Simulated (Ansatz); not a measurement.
# AsGeH₅···CH₄: what the fields show

Input file:

```
crystal:
  periodic: [false, false, false]
  atoms:
    - {symbol: Ge, position_ang: [-1.444139, -1.535044, -0.221205]}
    - {symbol: C, position_ang: [0.835076, 2.054168, 0.641937]}
    - {symbol: H, position_ang: [-2.484174, -1.550102, -1.353298]}
    - {symbol: H, position_ang: [-1.799800, -2.632973, 0.794429]}
    - {symbol: H, position_ang: [-1.474010, -0.167648, 0.477711]}
    - {symbol: H, position_ang: [1.275326, 1.148144, 0.226481]}
    - {symbol: As, position_ang: [0.719621, -2.068930, -1.178618]}
    - {symbol: H, position_ang: [1.593522, 2.834349, 0.701330]}
    - {symbol: H, position_ang: [0.448860, 1.845520, 1.639328]}
    - {symbol: H, position_ang: [0.019347, 2.387088, 0.000620]}
    - {symbol: H, position_ang: [1.457244, -1.626429, 0.078182]}
    - {symbol: H, position_ang: [0.853228, -0.688143, -1.806795]}
basis:
  gaussian: {orbitals: def2-TZVPP}
hamiltonian: {xc: pbe0, dispersion: d4}
output: {orbitals: {seedname: orbitals}}
```

Launched as:

```sh
ansatz run in.yaml --threads 8 --pin off --events-out ev --progress --plain --max-ram 19148MiB
```

The product side of a reaction path; geometry: PBE0-D4/def2-TZVP; a saddle point, not a minimum.

Computed with RKS PBE0-D4/def2-TZVPP (Ansatz 0.2.0).

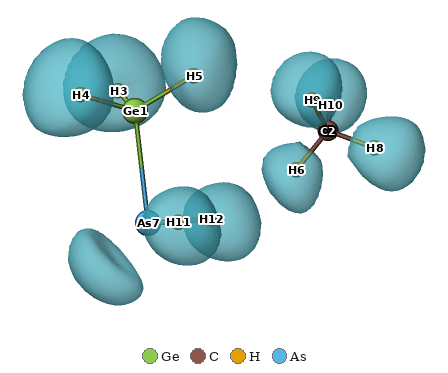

Figure 1. Isosurface of the ELF at 0.9 (cyan), seen at a tilt. Core shells and regions of very low density are left out.

Question: What do the ELF domains correspond to?

Answer: The ELF exceeds this value in nine regions around hydrogen nuclei and one lobe on As, pointing away from the bonds (lone pairs). Profiles from the grid: C2···Ge1 (4.34 Å): the ELF dips to about 0 between them: a non-bonded, intermolecular contact. Ge–As (2.43 Å): the ELF peaks at about 0.85 between the atoms; a covalent bond.

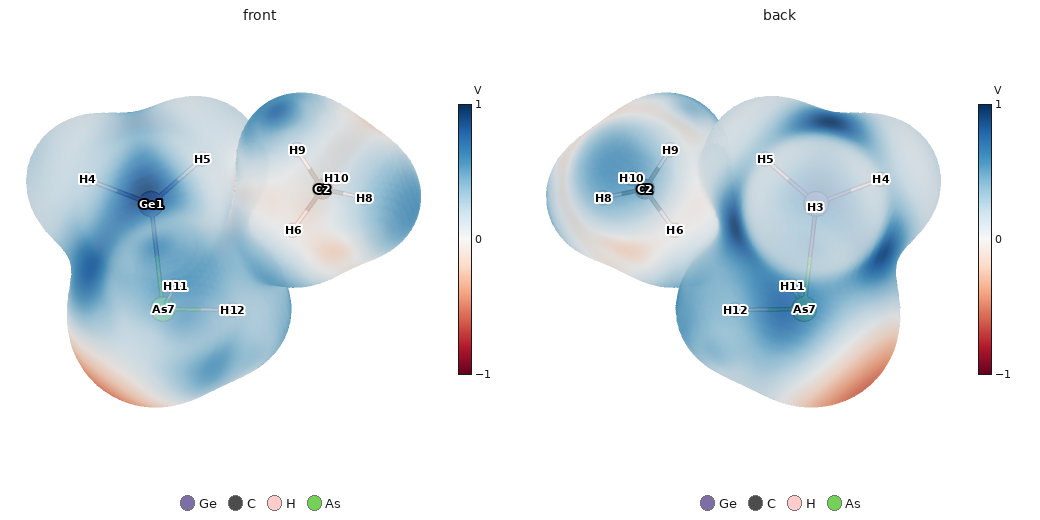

Figure 2. The molecular electrostatic potential painted on the density surface at 0.002 e/bohr³, seen from the front and from behind; the colour scale runs from red (negative) to blue (positive).

Question: Which sites attract a positive test charge, and which a negative one?

Answer: A positive charge is drawn to the negative regions and a negative charge to the positive ones. The most negative region (about −0.5 V, or −12 kcal/mol for a unit charge) lies over As7, the most positive (about +0.9 V, or +21 kcal/mol for a unit charge) over Ge1.

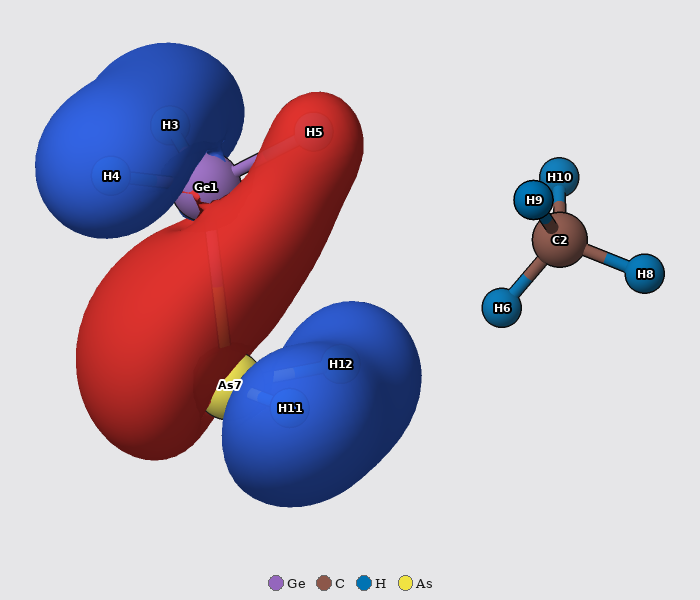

Figure 3. The HOMO−1 at ±0.08 Å⁻³ᐟ² (red and blue are the two phases), seen at a tilt.

Question: Describe this orbital and give its energy.

Answer: By Hirshfeld shares it lies mainly on As7 (about 40 %), Ge1 (about 25 %), H12 (about 10 %), H11 (about 10 %), H4 (about 5 %) and H3 (about 5 %). Its energy is −8.80 eV.
